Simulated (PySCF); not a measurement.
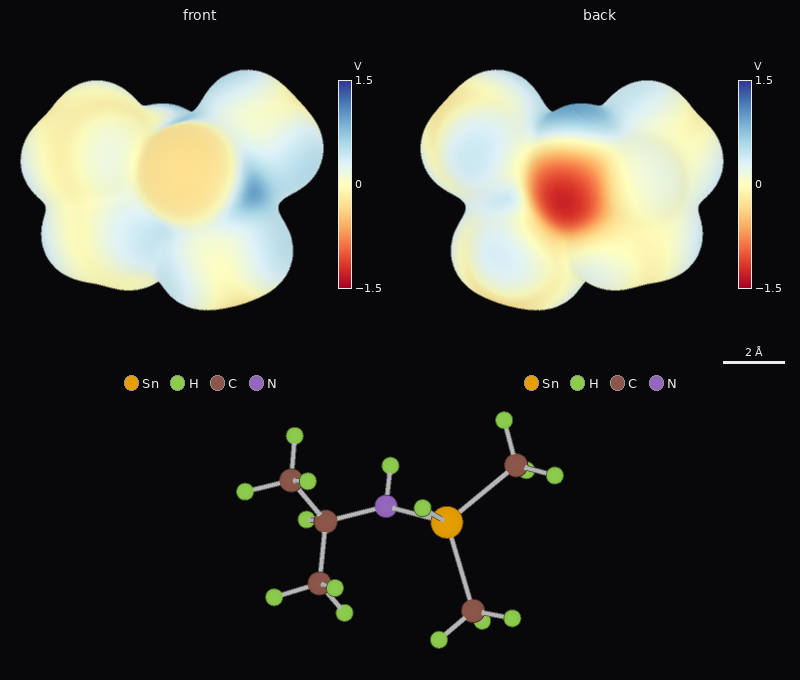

C5H15NSn (SnHMe2(NHiPr)). The molecular electrostatic potential painted on the density surface at 0.001 e/bohr³, seen from the front and from behind; red is negative and blue positive. The bare structure is drawn below in the same view.

Geometry: PBE0-D3(BJ)/def2-SVP; core potentials replace the inner electrons of Sn.

These are results of PySCF 2.14.0, CAM-B3LYP/def2-SVPD, SCF density, gas phase, scalar-relativistic core potentials on the heavy atoms, not measurements.

```csv
atom,x (Å),y (Å),z (Å)
Sn,0.5435,1.2113,0.0288
H,0.7278,1.3247,1.7468
C,2.4104,0.6528,-0.8781
H,2.2406,0.4383,-1.9426
H,2.8251,-0.2435,-0.3968
H,3.1362,1.4738,-0.7882
C,-0.1854,3.0640,-0.7788
H,-1.0769,3.4028,-0.2321
H,-0.4474,2.9252,-1.8373
H,0.5876,3.8421,-0.7058
N,-0.8888,-0.1475,-0.5406
C,-1.0595,-1.4536,0.0698
C,-1.7787,-1.4113,1.4181
C,0.2815,-2.1622,0.1897
H,-1.7885,0.3087,-0.6740
H,-1.6831,-2.0611,-0.6175
H,-1.1909,-0.8350,2.1520
H,-1.9440,-2.4210,1.8285
H,-2.7621,-0.9248,1.3214
H,0.9356,-1.6486,0.9171
H,0.1554,-3.1959,0.5438
H,0.7976,-2.1842,-0.7813
```

### Which sites attract a positive test charge, and which a negative one?

A positive charge is drawn to the negative regions and a negative charge to the positive ones. The most negative region (about −1.2 V, or −28 kcal/mol for a unit charge) lies over N11, the most positive (about +0.9 V, or +21 kcal/mol for a unit charge) over Sn1 and H15. N11 is the likeliest acceptor of a hydrogen bond.
